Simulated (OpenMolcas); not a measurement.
Te2 (charge −2): single-point calculation (part 2 of 2)

The same run, continued: Te2, charge −2; MP2/cc-pVDZ-PP, RHF (OpenMolcas 26.06). The geometry comes from this level: GFN2-xTB.

Geometry of the input (Å):
```
Te 1.0475  0.3561  0.8960
Te -1.0475  -0.3561  -0.8960
```

**Output, continued**
```
   12   -1.5078    2.0000         14 TE1    3d2-   (-0.462),    16 TE1    3d1-   (-0.408),    22 TE1    3d2+   ( 0.288),    37 TE2    3d2-   ( 0.462),
                                  39 TE2    3d1-   ( 0.408),    45 TE2    3d2+   (-0.288),

   13   -1.5062    2.0000         16 TE1    3d1-   ( 0.298),    18 TE1    3d0    ( 0.471),    22 TE1    3d2+   (-0.423),    39 TE2    3d1-   ( 0.298),
                                  41 TE2    3d0    ( 0.471),    45 TE2    3d2+   (-0.423),

   14   -1.5062    2.0000         14 TE1    3d2-   ( 0.473),    16 TE1    3d1-   ( 0.302),    18 TE1    3d0    (-0.370),    37 TE2    3d2-   ( 0.473),
                                  39 TE2    3d1-   ( 0.302),    41 TE2    3d0    (-0.370),

   15   -1.4949    2.0000         14 TE1    3d2-   (-0.392),    16 TE1    3d1-   ( 0.531),    37 TE2    3d2-   (-0.392),    39 TE2    3d1-   ( 0.531),

   16   -1.4949    2.0000         14 TE1    3d2-   ( 0.247),    18 TE1    3d0    ( 0.366),    20 TE1    3d1+   (-0.349),    22 TE1    3d2+   ( 0.426),
                                  37 TE2    3d2-   ( 0.247),    41 TE2    3d0    ( 0.366),    43 TE2    3d1+   (-0.349),    45 TE2    3d2+   ( 0.426),

   17   -1.4948    2.0000         16 TE1    3d1-   (-0.364),    20 TE1    3d1+   ( 0.332),    22 TE1    3d2+   (-0.446),    39 TE2    3d1-   ( 0.364),
                                  43 TE2    3d1+   (-0.332),    45 TE2    3d2+   ( 0.446),

   18   -1.4948    2.0000         14 TE1    3d2-   (-0.448),    16 TE1    3d1-   ( 0.388),    18 TE1    3d0    (-0.304),    37 TE2    3d2-   ( 0.448),
                                  39 TE2    3d1-   (-0.388),    41 TE2    3d0    ( 0.304),

   19   -0.3851    2.0000          3 TE1    1s     ( 0.630),    26 TE2    1s     ( 0.630),

   20   -0.2880    2.0000          3 TE1    1s     (-0.672),    26 TE2    1s     ( 0.672),

   21    0.0380    2.0000          6 TE1    2px    (-0.432),    12 TE1    2pz    (-0.370),    29 TE2    2px    ( 0.432),    35 TE2    2pz    ( 0.370),

   22    0.0528    2.0000          9 TE1    2py    ( 0.538),    32 TE2    2py    ( 0.538),

   23    0.0528    2.0000          6 TE1    2px    (-0.359),    12 TE1    2pz    ( 0.425),    29 TE2    2px    (-0.359),    35 TE2    2pz    ( 0.425),

   24    0.1207    2.0000          9 TE1    2py    (-0.565),    32 TE2    2py    ( 0.565),

   25    0.1207    2.0000          6 TE1    2px    ( 0.381),    12 TE1    2pz    (-0.442),    29 TE2    2px    (-0.381),    35 TE2    2pz    ( 0.442),

   26    0.4197    0.0000          3 TE1    1s     ( 0.274),     4 TE1    1s     (-0.260),     6 TE1    2px    ( 0.291),     7 TE1    2px    ( 0.514),
                                  13 TE1    2pz    ( 0.440),    26 TE2    1s     (-0.274),    27 TE2    1s     ( 0.260),    29 TE2    2px    ( 0.291),
                                  30 TE2    2px    ( 0.514),    36 TE2    2pz    ( 0.440),

   27    0.8093    0.0000          6 TE1    2px    (-0.785),     7 TE1    2px    ( 0.901),    12 TE1    2pz    (-0.671),    13 TE1    2pz    ( 0.771),
                                  29 TE2    2px    ( 0.785),    30 TE2    2px    (-0.901),    35 TE2    2pz    ( 0.671),    36 TE2    2pz    (-0.771),

   28    0.8119    0.0000          2 TE1    1s     (-0.893),     3 TE1    1s     ( 1.005),     4 TE1    1s     ( 1.785),    25 TE2    1s     (-0.893),
                                  26 TE2    1s     ( 1.005),    27 TE2    1s     ( 1.785),

   29    0.8524    0.0000          3 TE1    1s     (-0.622),     4 TE1    1s     (-0.946),     6 TE1    2px    ( 1.004),     7 TE1    2px    (-1.126),
                                  12 TE1    2pz    ( 0.859),    13 TE1    2pz    (-0.963),    26 TE2    1s     ( 0.622),    27 TE2    1s     ( 0.946),
                                  29 TE2    2px    ( 1.004),    30 TE2    2px    (-1.126),    35 TE2    2pz    ( 0.859),    36 TE2    2pz    (-0.963),

   30    0.8684    0.0000          6 TE1    2px    ( 0.218),     9 TE1    2py    (-0.241),    15 TE1    3d2-   (-0.236),    17 TE1    3d1-   (-0.368),
                                  19 TE1    3d0    (-0.332),    23 TE1    3d2+   ( 0.424),    29 TE2    2px    ( 0.218),    32 TE2    2py    (-0.241),
                                  38 TE2    3d2-   ( 0.236),    40 TE2    3d1-   ( 0.368),    42 TE2    3d0    ( 0.332),    46 TE2    3d2+   (-0.424),

   31    0.8684    0.0000          9 TE1    2py    ( 0.254),    15 TE1    3d2-   ( 0.412),    19 TE1    3d0    (-0.486),    32 TE2    2py    ( 0.254),
                                  38 TE2    3d2-   (-0.412),    42 TE2    3d0    ( 0.486),

   32    0.9136    0.0000          9 TE1    2py    ( 1.648),    10 TE1    2py    (-1.686),    32 TE2    2py    ( 1.648),    33 TE2    2py    (-1.686),

   33    0.9136    0.0000          6 TE1    2px    (-1.148),     7 TE1    2px    ( 1.175),    12 TE1    2pz    ( 1.258),    13 TE1    2pz    (-1.287),
                                  29 TE2    2px    (-1.148),    30 TE2    2px    ( 1.175),    35 TE2    2pz    ( 1.258),    36 TE2    2pz    (-1.287),

--

++    Molecular charges:
      ------------------

      Mulliken charges per centre and basis function type
      ---------------------------------------------------

                TE1     TE2
      1s       3.9452  3.9452
      2px      3.4746  3.4746
      2pz      3.6138  3.6138
      2py      3.9335  3.9335
      3d2+     2.0059  2.0059
      3d1+     2.0133  2.0133
      3d0      2.0049  2.0049
      3d1-     2.0038  2.0038
      3d2-     2.0051  2.0051
      Total   25.0000 25.0000

      N-E     -1.0000 -1.0000

      Total electronic charge=   50.000000

      Total            charge=   -2.000000
--

++    Molecular properties:
      ---------------------

      Charge (e):
                      =   -2.0000
      Dipole Moment (debye):
      Origin of the operator (angstrom)=   -0.0000   -0.0000   -0.0000
                   X= -6.2482E-13               Y= -1.9291E-13               Z= -5.7370E-13           Total=  8.6991E-13
      Center of Charge (angstrom)
                     X=    0.00000000               Y=    0.00000000               Z=    0.00000000
      Quadrupole Moment (debye*angstrom):
      Origin of the operator (angstrom)=   -0.0000   -0.0000   -0.0000
                  XX= -7.7204E+01              XY= -2.9722E+00              XZ= -7.4774E+00              YY= -6.9472E+01
                  YZ= -2.5423E+00              ZZ= -7.4858E+01
      In traceless form (debye*angstrom)
                  XX= -5.0387E+00              XY= -4.4583E+00              XZ= -1.1216E+01              YY=  6.5583E+00
                  YZ= -3.8135E+00              ZZ= -1.5196E+00
--

--- Stop Module: scf /rc=_RC_ALL_IS_WELL_ ---

--- Start Module: mbpt2 ---

                                               &MBPT2

                       available to each process: 1.9 GB of memory, 1 thread

WARNING!
Default frozen orbitals as non valence orbitals is overwritten by user input.
Default values:   0

      Cartesian coordinates in angstrom:
      -----------------------------------------------------
      No.  Label        X            Y            Z
      -----------------------------------------------------
       1   TE1        1.04747000   0.35614000   0.89596000
       2   TE2       -1.04747000  -0.35614000  -0.89596000
      -----------------------------------------------------
      Nuclear repulsion energy =  107.05107204

      Contents of RUNFILE file:
      -------------------------

      Symmetry species                           1
                                                 a
      Number of basis functions                 46
      Frozen occupied orbitals                   9
      Active occupied orbitals                  16
      Active external orbitals                  21
      Deleted external orbitals                  0

      Reference numbers of frozen occupied orbitals according to the original input sequence
      symmetry species 1                        1  2  3  4  5  6  7  8  9

      Energies of the active occupied orbitals

      symmetry species 1                    -1.509167     -1.507844     -1.507844     -1.506167     -1.506167
                                            -1.494928     -1.494928     -1.494789     -1.494789     -0.385122
                                            -0.287972      0.037959      0.052835      0.052835      0.120721
                                             0.120721

      Energies of the active external orbitals

      symmetry species 1                     0.419717      0.809349      0.811937      0.852404      0.868448
                                             0.868448      0.913558      0.913558      0.927018      0.927018
                                             0.951963      0.951963      0.962436      0.998438      0.998438
                                             1.114935      1.142584      1.142584      1.434605     55.162382
                                            55.193352

      ********************************************************************************************************
      *                                               Results                                                *
      ********************************************************************************************************

 Conventional algorithm used...

       SCF energy                           =     -533.9254285671 a.u.
       Second-order correlation energy      =       -0.2221612440 a.u.

       Total energy                         =     -534.1475898110 a.u.
       Reference weight ( Cref**2 )         =        0.89136

::    Total MBPT2 energy                             -534.1475898110

       Zeroth-order energy (E0)             =       -6.1021155841 a.u.

       Shanks-type energy S1(E)             =     -534.1476833582 a.u.

       Data processing and timing information:

       Section                                              time(sec)
                                                          CPU  Elapsed

      Input data processing                              0.02      0.03
      Transformation of integrals                        0.02      0.04
      MBPT2 calculations (BJAI)                          0.00      0.00
      Total MBPT2 calculations                           0.04      0.07

--- Stop Module: mbpt2 /rc=_RC_ALL_IS_WELL_ ---

.##################.
.# Happy landing! #.
.##################.

    Timing: Wall=1.92 User=1.48 System=0.43
```

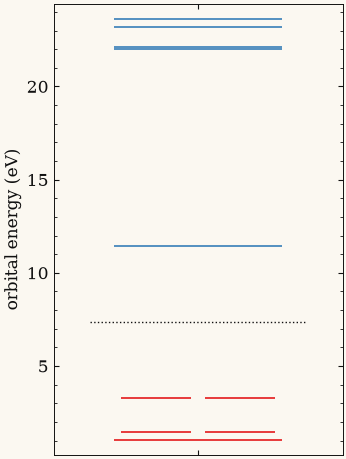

Fig. 1: Orbital energies near the frontier (SCF reference); the dotted line parts filled from empty levels, and levels within 0.02 eV of each other stand side by side. Highest filled 3.29 eV, lowest empty 11.42 eV, 8.13 eV apart.

**Results in brief**

- outcome: converged
- total energy: −534.147590 hartree
- SCF energy: −533.925429 hartree
- MP2 energy: −534.147590 hartree
- correlation energy: −0.222161 hartree
- basis functions: 46
- HOMO of the SCF reference: 3.29 eV
- LUMO of the SCF reference: 11.42 eV
- hardware: 1 thread of Arm Neoverse V1, 24 GiB of memory available, shared host
- wall time: 2.1 s
- peak memory: 0.38 GiB

**Notes**

Settings chosen away from the usual ones: frozen set to 9 (from 8).
